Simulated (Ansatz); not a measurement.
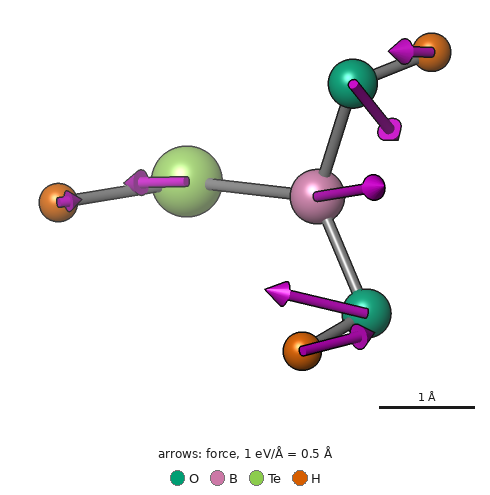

Starting geometry of BH₃TeO₂ with the computed forces as purple arrows. A ball-and-stick model, seen at a tilt.

The run prepares an end point of a later path (hydrogen shift) calculation, from a guessed geometry.

Theory: RKS B3LYP/def2-SVPD in Ansatz 0.2.0.

Input file:
```yaml
crystal:
  periodic: [false, false, false]
  atoms:
    - { symbol: O, position_ang: [-0.3282, 1.4535, 0.3043] }
    - { symbol: B, position_ang: [-0.01, 0.0833, 0.2896] }
    - { symbol: O, position_ang: [1.2344, -0.3351, 0.8521] }
    - { symbol: Te, position_ang: [-1.2981, -1.4023, -0.5955] }
    - { symbol: H, position_ang: [-0.0169, 1.844, -0.5787] }
    - { symbol: H, position_ang: [1.0608, -0.51, 1.8147] }
    - { symbol: H, position_ang: [-0.5808, -1.2014, -2.1321] }
basis:
  gaussian: { orbitals: def2-SVPD }
hamiltonian:
  xc: b3lyp
relax:
  f_tol: 0.02
  max_steps: 50
```

Run as
```bash
ansatz run input.yaml --threads 2 --pin off --max-ram 3072MiB --backend cpu --events-out ev --progress --plain --runs-dir out
```

**Is this structure relaxed? If not, where do the atoms go?**

It isn't relaxed: the largest force vector, on B2, is 2.96 eV/Å. The final displacements follow the starting forces only in part (cosine between the two patterns 0.34). The energy falls by 33.7 kcal/mol in 24 accepted moves (28 points after the start). The largest force component goes from 2.3 to 0.014 eV/Å. The line search rejected the trial steps at points 8, 18, 21, 24 of the run. H7 moves most after the best rigid fit: 0.87 Å. Largest moves by element: H 0.87 Å, O 0.79 Å, Te 0.74 Å, B 0.26 Å. Near-neighbour distances that change, for instance: B2–Te4 2.156 → 2.232 Å, B2–O3 1.428 → 1.357 Å, O1–H5 1.014 → 0.960 Å, O1–B2 1.407 → 1.355 Å. Bond angles that change, for instance: B2–O3–H6 106.3° → 117.8°, B2–O1–H5 107.2° → 116.5°. Groups turn about B2–O3 by about 90°, B2–Te4 by about 90°, O1–B2 by about 85°. Cost: 120 s on 2 threads of Arm Neoverse V1, on a shared host, peak memory 0.31 GiB.
